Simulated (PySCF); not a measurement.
C4H8N, doublet, SMILES `C[C](C)C=N`.

Method: LDA (SVWN)/6-311+G**; geometry: GFN2-xTB; program: PySCF. No frequency check shows the geometry to be a minimum. The basis has diffuse s and p functions alone, which still leaves polarisabilities too small, most of all across bonds. The stability of the open-shell solution wasn't checked. GFN2-xTB doesn't know the spin state, so this open-shell geometry is rough.

Input

```python
import numpy as np
from pyscf import gto, scf, dft
from pyscf.scf import atom_ks, atom_hf
from scipy.linalg import block_diag

def solve(mol, dm0=None, hcore=None):
    mf = (dft.UKS if mol.spin else dft.RKS)(mol, xc='svwn')
    mf.grids.level = 3
    mf = mf.density_fit(auxbasis='def2-universal-jkfit')
    mf.conv_tol, mf.max_cycle = 1e-8, 80
    if hcore is not None:
        mf.get_hcore = lambda *args: hcore
    mf.kernel(dm0)
    if not mf.converged:
        mf = mf.newton().run(mf.mo_coeff, mf.mo_occ, max_cycle=30)
    assert mf.converged, 'SCF not converged'
    return mf

mol = gto.M(atom='''
C      0.45936     1.45560    -0.00022
C      0.38534    -0.02618    -0.00002
C      1.65727    -0.79259     0.00057
C     -0.85270    -0.67209    -0.00068
N     -1.96078     0.00102     0.00078
H      1.00076     1.81315     0.87713
H     -0.54533     1.86649    -0.00043
H      1.00077     1.81249    -0.87830
H      2.25663    -0.53610     0.87649
H      1.48018    -1.86553    -0.00011
H      2.25665    -0.53675    -0.87591
H     -0.82444    -1.77076    -0.00210
H     -2.79535    -0.57857    -0.00011
''', basis='6-311+g**', charge=0, spin=1, verbose=4)
field = np.array([-0.01, -0.0, -0.0])  # atomic units
mol.set_common_orig(mol.atom_charges() @ mol.atom_coords() / mol.atom_charges().sum())
mf = solve(mol)
out = dict(dm0=mf.make_rdm1(), d0=mf.dip_moment(unit='AU'), e0=mf.e_tot)
for name, sign in (('p', 1), ('m', -1)):
    h = mf.get_hcore() + sign * np.einsum('x,xij->ij', field, mol.intor('int1e_r'))
    mi = solve(mol, mf.make_rdm1(), h)
    out.update({'dm' + name: mi.make_rdm1(), 'd' + name: mi.dip_moment(unit='AU'), 'e' + name: mi.e_tot})
# spherically averaged free atoms, for the promolecule
atm = atom_ks.get_atm_nrks(mol, xc='svwn')
pro = block_diag(*[(atm[a[0]][2] * atm[a[0]][3]) @ atm[a[0]][2].T for a in mol._atom])
np.savez('result.npz', pro=pro, **out)
```

Launched as:

```sh
OMP_NUM_THREADS=1 python input.py
```

The run took 94 s on 1 thread of Arm Neoverse V1, on a shared host, peak memory 0.46 GiB.

Partitions, critical points and surface values were worked out afterwards from this run's density.

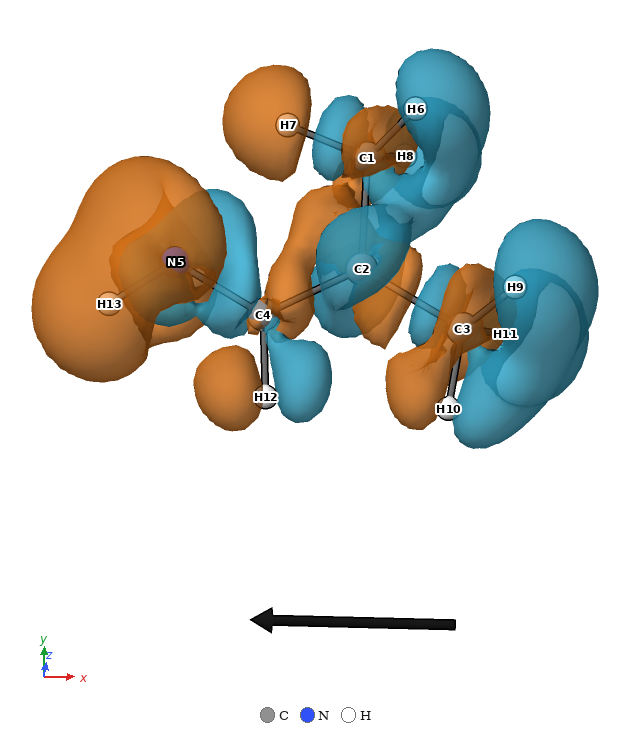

Change of the electron density in a uniform field of 0.51 V/Å along −x (arrow), surfaces at ±0.003 e/Å³ (light blue: gain, orange: loss).

What dipole is induced, and what polarisability does it imply?

The induced dipole is 2.09 D (along the field); α along this axis, from the fields in both directions, is 83 bohr³ (12.2 Å³).

Which atoms gain and lose the most charge?

Electrons gather most on H9 and H11 alike (Hirshfeld charge changes by −0.019 e) and leave N5 most (+0.041 e); 0.153 electrons are displaced in all.
